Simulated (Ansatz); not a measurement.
System: α-phase Ga. Method: PBE-D4 in Ansatz (plane waves, PAW).

Numerical settings: plane-wave cutoff 520 eV, 14×14×12 k mesh (along the axes of the cell as run), Fermi–Dirac smearing 0.05 eV, scalar-relativistic PAW data made under PBE.

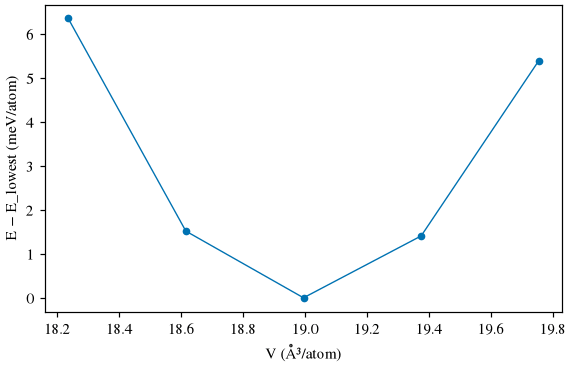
Fig. 1. Total energy against volume

Question: From the curve, estimate the equilibrium volume and the bulk modulus.

Answer: V0 ≈ 19.0 Å³/atom and B0 ≈ 62 GPa; the fit gives V0 = 18.995 Å³/atom, B0 = 61.6 GPa, B′ = 5.3.

Shape and atoms are relaxed at each volume.

Note: the bulk modulus comes from volumes at which shape and atoms were relaxed.

Ansatz is an electronic-structure program.
